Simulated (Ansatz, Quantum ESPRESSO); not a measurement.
# From contact to tunnelling: vacuum gaps between two Na(100) faces, part 2 of 4

Aim: how the conductance falls as the barrier grows, for vacuum gaps between two Na(100) faces.

Quantum ESPRESSO 7.5; plane-wave DFT, PBE, GBRV ultrasoft pseudopotentials; cross-check by Ansatz 0.2.0 with PAW datasets.

So far. Step 2 (Self-consistent run, 4 Å): The run needed 11 iterations to bring the estimated error under 1e-07 Ry; the largest force on any atom, held or free, is 0.15 eV/Å.

**3. Transmission with pwcond.x, 4 Å**

Level of this step: transmission by pwcond, lead and junction from one cell; plane-wave DFT, PBE, GBRV ultrasoft pseudopotentials (Quantum ESPRESSO).

prefixt takes both regions from one run: the lead from 0 to bdl, the scattering region from bdl to bds (units of alat). ikind = 1 puts the same lead on both sides. The program's T_tot counts both spins in a run without spin; the tables below give T per spin.

The input, j0.cond.in:

```
&inputcond
  outdir = './out'
  prefixt = 'j0.scf'
  tran_file = 'j0.cond.dat'
  bdl = 1.0000000000
  bds = 8.4523809524
  ikind = 1
  ewind = 4.0
  epsproj = 1e-05
  nz1 = 7
  energy0 = 0.4
  denergy = -0.4
/
15
  0.00000000 0.00000000 0.01562500
  0.00000000 0.12500000 0.06250000
  0.00000000 0.25000000 0.06250000
  0.00000000 0.37500000 0.06250000
  0.00000000 0.50000000 0.03125000
  0.12500000 0.12500000 0.06250000
  0.12500000 0.25000000 0.12500000
  0.12500000 0.37500000 0.12500000
  0.12500000 0.50000000 0.06250000
  0.25000000 0.25000000 0.06250000
  0.25000000 0.37500000 0.12500000
  0.25000000 0.50000000 0.06250000
  0.37500000 0.37500000 0.06250000
  0.37500000 0.50000000 0.06250000
  0.50000000 0.50000000 0.01562500
3
```

Run with:

```sh
> OMP_NUM_THREADS=1 mpirun -n 4 pwcond.x -in j0.cond.in > j0.cond.out
```

What it wrote:

```text
[banner, memory and clock lines left out]
Program PWCOND v.7.5 starts

          URL

     ./out/j0.scf.save/

     IMPORTANT: XC functional enforced from input :
     Exchange-correlation= PBE
                           (   1   4   3   4   0   0   0)
     Any further DFT definition will be discarded
     Please, verify this is what you really want

     Reading collected, re-writing distributed wavefunctions

===== INPUT FILE containing all the regions =====

     GEOMETRY:

     lattice parameter (alat)  =       7.9368  a.u.
     the volume                =    4225.9420 (a.u.)^3
     the cross section         =      62.9936 (a.u.)^2
     l of the unit cell        =       8.4524 (alat)
     number of atoms/cell      =           16
     number of atomic types    =            1

     crystal axes: (cart. coord. in units of alat)
               a(1) = (  1.0000  0.0000  0.0000 )
               a(2) = (  0.0000  1.0000  0.0000 )
               a(3) = (  0.0000  0.0000  8.4524 )

   Cartesian axes

     site n.     atom                  positions (alat units)
          1        Na     tau(  1)=(  0.0000  0.0000  8.4524  )
          2        Na     tau(  2)=(  0.5000  0.5000  0.5000  )
          3        Na     tau(  3)=(  0.0000  0.0000  1.0000  )
          4        Na     tau(  4)=(  0.5000  0.5000  1.5000  )
          5        Na     tau(  5)=(  0.0000  0.0000  2.0000  )
          6        Na     tau(  6)=(  0.5000  0.5000  2.5000  )
          7        Na     tau(  7)=(  0.0000  0.0000  3.0000  )
          8        Na     tau(  8)=(  0.5000  0.5000  3.5000  )
          9        Na     tau(  9)=(  0.0000  0.0000  4.4524  )
         10        Na     tau( 10)=(  0.5000  0.5000  4.9524  )
         11        Na     tau( 11)=(  0.0000  0.0000  5.4524  )
         12        Na     tau( 12)=(  0.5000  0.5000  5.9524  )
         13        Na     tau( 13)=(  0.0000  0.0000  6.4524  )
         14        Na     tau( 14)=(  0.5000  0.5000  6.9524  )
         15        Na     tau( 15)=(  0.0000  0.0000  7.4524  )
         16        Na     tau( 16)=(  0.5000  0.5000  7.9524  )

     nr1s                      =           32
     nr2s                      =           32
     nr3s                      =          288
     nr1sx                     =           32
     nr2sx                     =           32
     nr3sx                     =          288
     nr1                       =           36
     nr2                       =           36
     nr3                       =          320
     nr1x                      =           36
     nr2x                      =           36
     nr3x                      =          320

 _______________________________
  Radii of nonlocal spheres:

     type       ibeta     ang. mom.          radius (alat units)
       Na         1         0                    0.2543
       Na         2         0                    0.2543
       Na         3         1                    0.2543
       Na         4         1                    0.2543
       Na         5         2                    0.2543
----- General information -----

--- T calc. with identical leads (ikind=1) ---

     nrx                       =           32
     nry                       =           32
     nz1                       =            7

     energy0               =         4.0E-01
     denergy               =        -4.0E-01
     nenergy               =          3
     ecut2d                =         4.0E+01
     ewind                 =         4.0E+00
     epsproj               =         1.0E-05

     number of k_|| points=   15
                       cryst. coord.
        k(    1) = (   0.0000000   0.0000000), wk =   0.0156250
        k(    2) = (   0.0000000   0.1250000), wk =   0.0625000
        k(    3) = (   0.0000000   0.2500000), wk =   0.0625000
        k(    4) = (   0.0000000   0.3750000), wk =   0.0625000
        k(    5) = (   0.0000000   0.5000000), wk =   0.0312500
        k(    6) = (   0.1250000   0.1250000), wk =   0.0625000
        k(    7) = (   0.1250000   0.2500000), wk =   0.1250000
        k(    8) = (   0.1250000   0.3750000), wk =   0.1250000
        k(    9) = (   0.1250000   0.5000000), wk =   0.0625000
        k(   10) = (   0.2500000   0.2500000), wk =   0.0625000
        k(   11) = (   0.2500000   0.3750000), wk =   0.1250000
        k(   12) = (   0.2500000   0.5000000), wk =   0.0625000
        k(   13) = (   0.3750000   0.3750000), wk =   0.0625000
        k(   14) = (   0.3750000   0.5000000), wk =   0.0625000
        k(   15) = (   0.5000000   0.5000000), wk =   0.0156250
----- Information about left/right lead -----

     nocros                   =           13
     noins                    =           13
     norb                     =           39
     norbf                    =          195
     nrz                      =           34

      iorb      type   ibeta   ang. mom.   m       position (alat)
        1        1       1        0        1   taunew(   1)=(  0.0000  0.0000  0.0000)
        2        1       2        0        1   taunew(   2)=(  0.0000  0.0000  0.0000)
        3        1       3        1        1   taunew(   3)=(  0.0000  0.0000  0.0000)
        4        1       3        1        2   taunew(   4)=(  0.0000  0.0000  0.0000)
        5        1       3        1        3   taunew(   5)=(  0.0000  0.0000  0.0000)
        6        1       4        1        1   taunew(   6)=(  0.0000  0.0000  0.0000)
        7        1       4        1        2   taunew(   7)=(  0.0000  0.0000  0.0000)
        8        1       4        1        3   taunew(   8)=(  0.0000  0.0000  0.0000)
        9        1       5        2        1   taunew(   9)=(  0.0000  0.0000  0.0000)
       10        1       5        2        2   taunew(  10)=(  0.0000  0.0000  0.0000)
       11        1       5        2        3   taunew(  11)=(  0.0000  0.0000  0.0000)
       12        1       5        2        4   taunew(  12)=(  0.0000  0.0000  0.0000)
       13        1       5        2        5   taunew(  13)=(  0.0000  0.0000  0.0000)
       14        1       1        0        1   taunew(  14)=(  0.5000  0.5000  0.5000)
       15        1       2        0        1   taunew(  15)=(  0.5000  0.5000  0.5000)
       16        1       3        1        1   taunew(  16)=(  0.5000  0.5000  0.5000)
       17        1       3        1        2   taunew(  17)=(  0.5000  0.5000  0.5000)
       18        1       3        1        3   taunew(  18)=(  0.5000  0.5000  0.5000)
       19        1       4        1        1   taunew(  19)=(  0.5000  0.5000  0.5000)
       20        1       4        1        2   taunew(  20)=(  0.5000  0.5000  0.5000)
       21        1       4        1        3   taunew(  21)=(  0.5000  0.5000  0.5000)
[...]
140        1       5        2        2   taunew( 140)=(  0.0000  0.0000  5.4524)
      141        1       5        2        3   taunew( 141)=(  0.0000  0.0000  5.4524)
      142        1       5        2        4   taunew( 142)=(  0.0000  0.0000  5.4524)
      143        1       5        2        5   taunew( 143)=(  0.0000  0.0000  5.4524)
      144        1       1        0        1   taunew( 144)=(  0.5000  0.5000  5.9524)
      145        1       2        0        1   taunew( 145)=(  0.5000  0.5000  5.9524)
      146        1       3        1        1   taunew( 146)=(  0.5000  0.5000  5.9524)
      147        1       3        1        2   taunew( 147)=(  0.5000  0.5000  5.9524)
      148        1       3        1        3   taunew( 148)=(  0.5000  0.5000  5.9524)
      149        1       4        1        1   taunew( 149)=(  0.5000  0.5000  5.9524)
      150        1       4        1        2   taunew( 150)=(  0.5000  0.5000  5.9524)
      151        1       4        1        3   taunew( 151)=(  0.5000  0.5000  5.9524)
      152        1       5        2        1   taunew( 152)=(  0.5000  0.5000  5.9524)
      153        1       5        2        2   taunew( 153)=(  0.5000  0.5000  5.9524)
      154        1       5        2        3   taunew( 154)=(  0.5000  0.5000  5.9524)
      155        1       5        2        4   taunew( 155)=(  0.5000  0.5000  5.9524)
      156        1       5        2        5   taunew( 156)=(  0.5000  0.5000  5.9524)
      157        1       1        0        1   taunew( 157)=(  0.0000  0.0000  6.4524)
      158        1       2        0        1   taunew( 158)=(  0.0000  0.0000  6.4524)
      159        1       3        1        1   taunew( 159)=(  0.0000  0.0000  6.4524)
      160        1       3        1        2   taunew( 160)=(  0.0000  0.0000  6.4524)
      161        1       3        1        3   taunew( 161)=(  0.0000  0.0000  6.4524)
      162        1       4        1        1   taunew( 162)=(  0.0000  0.0000  6.4524)
      163        1       4        1        2   taunew( 163)=(  0.0000  0.0000  6.4524)
      164        1       4        1        3   taunew( 164)=(  0.0000  0.0000  6.4524)
      165        1       5        2        1   taunew( 165)=(  0.0000  0.0000  6.4524)
      166        1       5        2        2   taunew( 166)=(  0.0000  0.0000  6.4524)
      167        1       5        2        3   taunew( 167)=(  0.0000  0.0000  6.4524)
      168        1       5        2        4   taunew( 168)=(  0.0000  0.0000  6.4524)
      169        1       5        2        5   taunew( 169)=(  0.0000  0.0000  6.4524)
      170        1       1        0        1   taunew( 170)=(  0.5000  0.5000  6.9524)
      171        1       2        0        1   taunew( 171)=(  0.5000  0.5000  6.9524)
      172        1       3        1        1   taunew( 172)=(  0.5000  0.5000  6.9524)
      173        1       3        1        2   taunew( 173)=(  0.5000  0.5000  6.9524)
      174        1       3        1        3   taunew( 174)=(  0.5000  0.5000  6.9524)
      175        1       4        1        1   taunew( 175)=(  0.5000  0.5000  6.9524)
      176        1       4        1        2   taunew( 176)=(  0.5000  0.5000  6.9524)
      177        1       4        1        3   taunew( 177)=(  0.5000  0.5000  6.9524)
      178        1       5        2        1   taunew( 178)=(  0.5000  0.5000  6.9524)
      179        1       5        2        2   taunew( 179)=(  0.5000  0.5000  6.9524)
      180        1       5        2        3   taunew( 180)=(  0.5000  0.5000  6.9524)
      181        1       5        2        4   taunew( 181)=(  0.5000  0.5000  6.9524)
      182        1       5        2        5   taunew( 182)=(  0.5000  0.5000  6.9524)
      183        1       1        0        1   taunew( 183)=(  0.0000  0.0000  7.4524)
      184        1       2        0        1   taunew( 184)=(  0.0000  0.0000  7.4524)
      185        1       3        1        1   taunew( 185)=(  0.0000  0.0000  7.4524)
      186        1       3        1        2   taunew( 186)=(  0.0000  0.0000  7.4524)
      187        1       3        1        3   taunew( 187)=(  0.0000  0.0000  7.4524)
      188        1       4        1        1   taunew( 188)=(  0.0000  0.0000  7.4524)
      189        1       4        1        2   taunew( 189)=(  0.0000  0.0000  7.4524)
      190        1       4        1        3   taunew( 190)=(  0.0000  0.0000  7.4524)
      191        1       5        2        1   taunew( 191)=(  0.0000  0.0000  7.4524)
      192        1       5        2        2   taunew( 192)=(  0.0000  0.0000  7.4524)
      193        1       5        2        3   taunew( 193)=(  0.0000  0.0000  7.4524)
      194        1       5        2        4   taunew( 194)=(  0.0000  0.0000  7.4524)
      195        1       5        2        5   taunew( 195)=(  0.0000  0.0000  7.4524)
 ngper, shell number =          193          29
 ngper, n2d =          193         107
---  E-Ef =    0.4000000  k =    0.0000000   0.0000000
---  ie =          1  ik =          1
 Nchannels of the left tip =            1
 Right moving states:
   k1(2pi/a)   k2(2pi/a)   E-Ef (eV)
  -0.3443199  -0.0000010   0.4000000
 Left moving states:
   k1(2pi/a)   k2(2pi/a)   E-Ef (eV)
   0.3443199  -0.0000010   0.4000000

 to transmit
 Band j to band i transmissions and reflections:
    j         i     |T_ij|^2    |R_ij|^2

    1 -->     1     0.98961     0.01039
   Total T_j, R_j =    0.98961  0.01039

E-Ef(ev), T(x2 spins) =    0.4000000   1.9792233
---  E-Ef =    0.0000000  k =    0.0000000   0.0000000
---  ie =          2  ik =          1
 Nchannels of the left tip =            1
 Right moving states:
   k1(2pi/a)   k2(2pi/a)   E-Ef (eV)
  -0.3823669  -0.0000011   0.0000000
 Left moving states:
   k1(2pi/a)   k2(2pi/a)   E-Ef (eV)
   0.3823669  -0.0000011   0.0000000

 to transmit
 Band j to band i transmissions and reflections:
    j         i     |T_ij|^2    |R_ij|^2

    1 -->     1     0.96614     0.03386
   Total T_j, R_j =    0.96614  0.03386

E-Ef(ev), T(x2 spins) =    0.0000000   1.9322757
---  E-Ef =   -0.4000000  k =    0.0000000   0.0000000
---  ie =          3  ik =          1
 Nchannels of the left tip =            1
 Right moving states:
   k1(2pi/a)   k2(2pi/a)   E-Ef (eV)
  -0.4225805  -0.0000012  -0.4000000
 Left moving states:
   k1(2pi/a)   k2(2pi/a)   E-Ef (eV)
   0.4225804  -0.0000012  -0.4000000

 to transmit
 Band j to band i transmissions and reflections:
    j         i     |T_ij|^2    |R_ij|^2

    1 -->     1     0.92104     0.07896
   Total T_j, R_j =    0.92104  0.07896

E-Ef(ev), T(x2 spins) =   -0.4000000   1.8420836
 ngper, shell number =          198          97
 ngper, n2d =          198         110
[... further energies and points left out ...]
---  E-Ef =    0.4000000  k =    0.5000000   0.5000000
---  ie =          1  ik =         15
 Nchannels of the left tip =            0
 Right moving states:
   k1(2pi/a)   k2(2pi/a)   E-Ef (eV)
 Left moving states:
   k1(2pi/a)   k2(2pi/a)   E-Ef (eV)

 to transmit
          E-Ef(ev), T =    0.4000000   0.0000000
---  E-Ef =    0.0000000  k =    0.5000000   0.5000000
---  ie =          2  ik =         15
 Nchannels of the left tip =            0
 Right moving states:
   k1(2pi/a)   k2(2pi/a)   E-Ef (eV)
 Left moving states:
   k1(2pi/a)   k2(2pi/a)   E-Ef (eV)

 to transmit
          E-Ef(ev), T =    0.0000000   0.0000000
---  E-Ef =   -0.4000000  k =    0.5000000   0.5000000
---  ie =          3  ik =         15
 Nchannels of the left tip =            0
 Right moving states:
   k1(2pi/a)   k2(2pi/a)   E-Ef (eV)
 Left moving states:
   k1(2pi/a)   k2(2pi/a)   E-Ef (eV)

 to transmit
          E-Ef(ev), T =   -0.4000000   0.0000000
   T_tot     0.40000      0.15819E+01
   T_tot     0.00000      0.12856E+01
   T_tot    -0.40000      0.10023E+01

Note: The following floating-point exceptions are signalling: IEEE_UNDERFLOW_FLAG
Note: The following floating-point exceptions are signalling: IEEE_UNDERFLOW_FLAG
Note: The following floating-point exceptions are signalling: IEEE_UNDERFLOW_FLAG
Note: The following floating-point exceptions are signalling: IEEE_UNDERFLOW_FLAG
```

It took 2 min on 4 MPI ranks of Arm Neoverse V2, shared host; peak memory 0.34 GiB.

Numbers from this step:

| Property | Result |
| --- | --- |
| lead channels at the Fermi level, one spin | 1.078 |
| transmission at the Fermi level, one spin | 0.6428 |
| conductance | 0.6428 G₀ |

Per spin; mean over the k mesh across the current. Table of open channels, zone mean by energy, zero at the Fermi level:

```csv
energy (eV),"open channels, zone mean"
-0.400,1.08
0.000,1.08
0.400,1.39
```

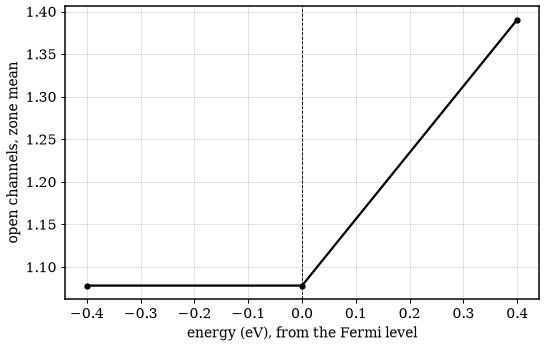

Open channels, zone mean, plotted against energy.

Per spin; mean over the k mesh across the current. Transmission, zone mean against energy, zero at the Fermi level:

```csv
energy (eV),"transmission, zone mean"
-0.400,0.501
0.000,0.643
0.400,0.791
```

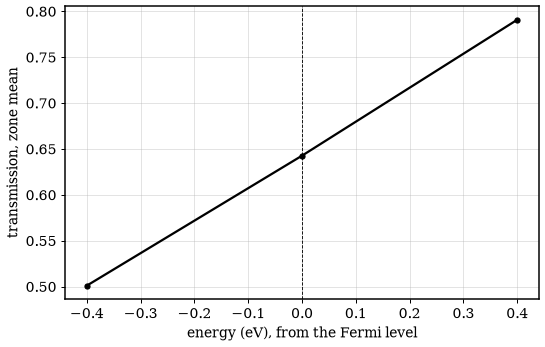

Transmission, zone mean against energy.

At 0.000 eV; k in fractions of b1, b2. Transmission by k point:

```csv
k1,k2,weight,t,channels
0,0,0.01562,0.9661,1
0,0.125,0.0625,0.9551,1
0,0.25,0.0625,0.9039,1
0,0.375,0.0625,0.7369,1
0,0.5,0.03125,0.7495,2
0.125,0.125,0.0625,0.9415,1
0.125,0.25,0.125,0.8777,1
0.125,0.375,0.125,0.6783,1
0.125,0.5,0.0625,0.6622,2
0.25,0.25,0.0625,0.7453,1
0.25,0.375,0.125,0.5182,1
0.25,0.5,0.0625,0.2908,2
0.375,0.375,0.0625,0.2843,1
0.375,0.5,0.0625,0,0
0.5,0.5,0.01562,0,0
```

[end of part 2 of 4]

[Logs are printed without paths, hosts, clocks, repeated set-up lines and the standing remarks that a program may print on its own settings, such as how far it seeks lower states.]

[Hosts, paths, dates, database ids (printed as entryN), source tags and the programs' standing remarks are cut or masked in the printed files.]

[Maps of the electrostatic potential energy from Ansatz leave out the sawtooth potential of an applied field or a dipole correction, so their vacuum need not be flat; planar profiles and work functions include it.]
